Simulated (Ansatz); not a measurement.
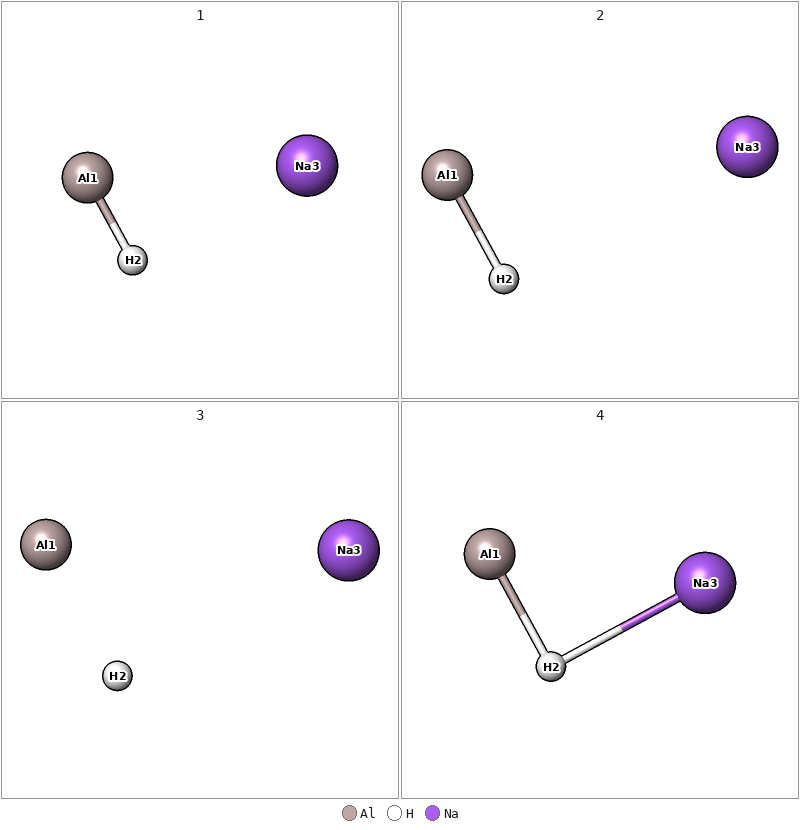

The system Al + HNa, spin multiplicity 2. Coordinates scanned: (1) distance Al1–H2; (2) distance H2–Na3. Nothing is relaxed (the angle Al1–H2–Na3 is fixed at 90 degrees). Grid: 17 × 17 points. Energies: kJ/mol, counted from Al far from the relaxed HNa (each part in its own basis). In part of the range the unrestricted reference is strongly spin-contaminated. Computed with UKS PBE0-D4/def2-TZVPD in Ansatz 0.2.0.

The numbered pictures are structures from this grid.

**Rank them by energy, lowest first.**

4, at distance Al1–H2 = 1.745 Å, distance H2–Na3 = 2.395 Å: −171 kJ/mol; 2, at distance Al1–H2 = 1.612 Å, distance H2–Na3 = 3.783 Å: −143 kJ/mol; 3, at distance Al1–H2 = 2.035 Å, distance H2–Na3 = 3.594 Å: −116 kJ/mol; 1, at distance Al1–H2 = 1.281 Å, distance H2–Na3 = 2.712 Å: −34 kJ/mol.

The map, with the structures marked:

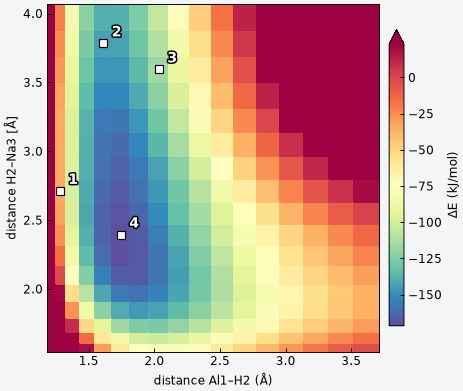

The picture shows one coloured cell a grid point, one colour for all values above the top of the scale.
